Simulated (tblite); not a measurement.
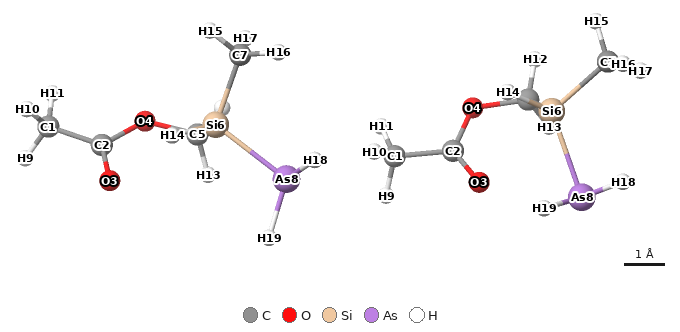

Two geometries of C₄H₁₁AsO₂Si, drawn at one scale. One is the start of a relaxation, the other its converged end. The picture is a ball-and-stick view, seen at a tilt.

Method: tblite, GFN2-xTB geometry optimisation, gas phase. 

Which of the two is the end point?

The right one is the relaxed one. After 219 geometry steps the energy has fallen by 40.2 kcal/mol. The largest move after the best rigid fit is that of H19, 1.93 Å. Largest moves by element: H 1.93 Å, As 1.27 Å, C 0.92 Å, O 0.78 Å, Si 0.36 Å. Near-neighbour distances that change, for instance: O3–As8 4.627 → 2.841 Å, O3–Si6 3.099 → 2.701 Å, C5–Si6 1.847 → 1.936 Å, As8–H19 1.557 → 1.488 Å. Among the angles between lasting bonds that change: H18–As8–H19 112.0° → 89.4°, Si6–As8–H19 111.2° → 93.0°, Si6–As8–H18 111.6° → 93.5°. Groups turn about C5–Si6 by about 60°, Si6–C7 by about 45°.
